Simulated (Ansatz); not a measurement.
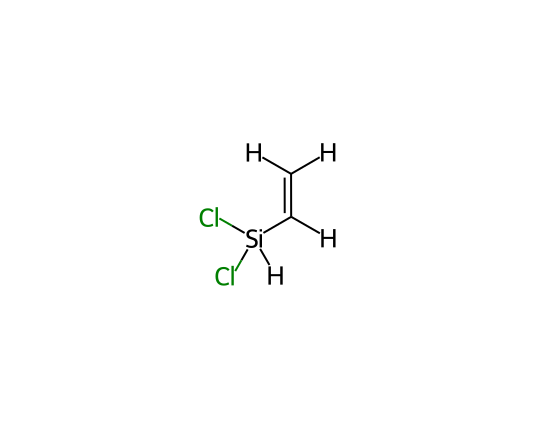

The geometry was computed by an optimisation with PBE0-D4/def2-TZVP. Method: RKS r2SCANh-D4/def2-TZVPP (Ansatz 0.2.0).

**Estimate the HOMO energy (Kohn–Sham orbital).**

−8.05 eV.

**Estimate the HOMO–LUMO gap.**

6.55 eV.

**Estimate the dispersion correction.**

−6.5 kJ/mol.
